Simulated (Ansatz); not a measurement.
## Electronic structure of CH6OSi in real space

```xyz
9

Si   -0.0119   -0.0068    0.0315
O     0.0771   -0.2923    1.6649
C    -1.0938   -0.3763    2.4636
H    -1.7505   -1.1952    2.1360
H    -0.7868   -0.5707    3.4957
H    -1.6668    0.5619    2.4416
H     1.3821    0.0142   -0.4694
H    -0.6783    1.2968   -0.2594
H    -0.7846   -1.0755   -0.6674
```

Level of theory: RKS B3LYP-D4/6-31G* in Ansatz.

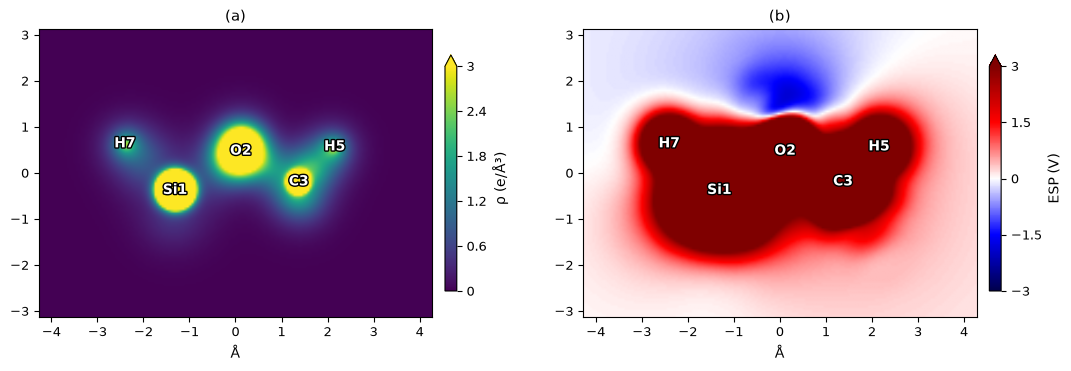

Figure 1. (a) electron density; (b) molecular electrostatic potential on the plane of atoms O2, Si1 and H7.

Q: Describe what can be read from this map.

A:
- Atoms in the plane: Si, O, C and H.
- C–O (1.42 Å): ρ is about 2 e/Å³ halfway, with its minimum of 1.7 e/Å³ about 0.5 Å from C.
- Si–O (1.66 Å): the density is about 1.1 e/Å³ at the midpoint.
- C–H (1.09 Å): ρ at the midpoint is about 2 e/Å³.
- Si–H (1.48 Å): ρ is about 0.8 e/Å³ halfway.
- Outside the dense part of the molecule the potential is most negative (−1.8 V) near O2.

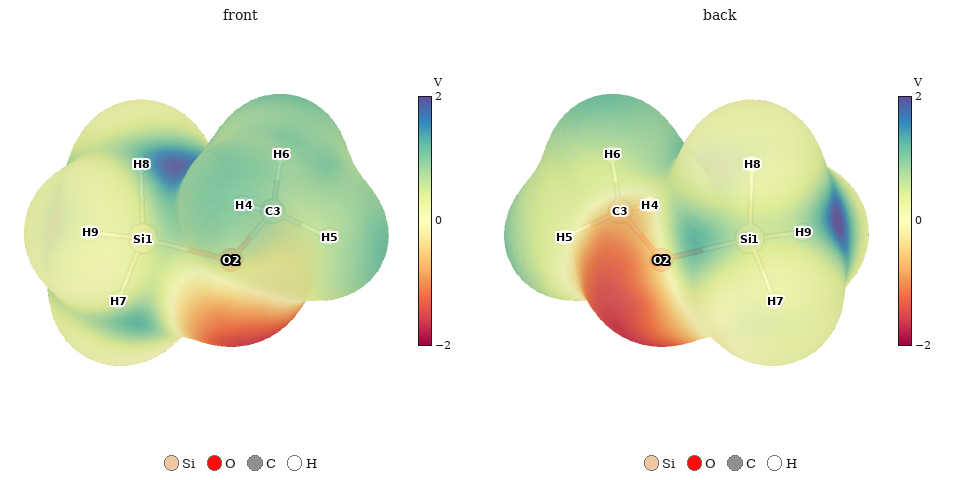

Figure 2. The molecular electrostatic potential painted on the density surface at 0.004 e/bohr³, seen from the front and from behind; red is negative and blue positive.

Q: Which sites attract a positive test charge, and which a negative one?

A: A positive charge is drawn to the negative regions and a negative charge to the positive ones. The most negative region (about −1.6 V) lies over O2, the most positive (about +1.9 V) over Si1. O2 is the likeliest acceptor of a hydrogen bond.

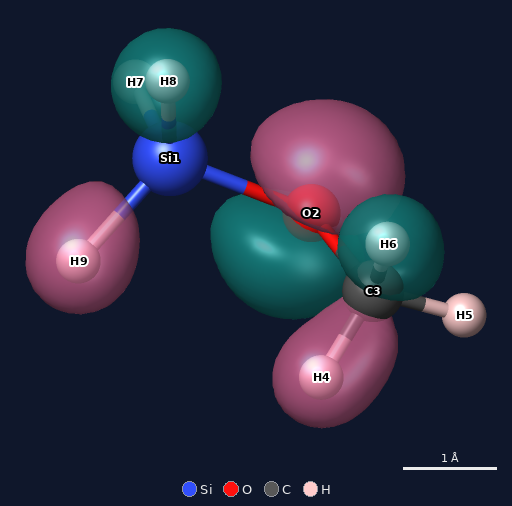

Figure 3. The HOMO at ±0.15 Å⁻³ᐟ² (teal and pink are the two phases), seen at an oblique angle.

Q: Describe this orbital and give its energy.

A: Its weight (Hirshfeld) is mainly on O2 (about 55 %), C3 (about 10 %), H8 (about 5 %) and H9 (about 5 %). Its energy is −7.66 eV.
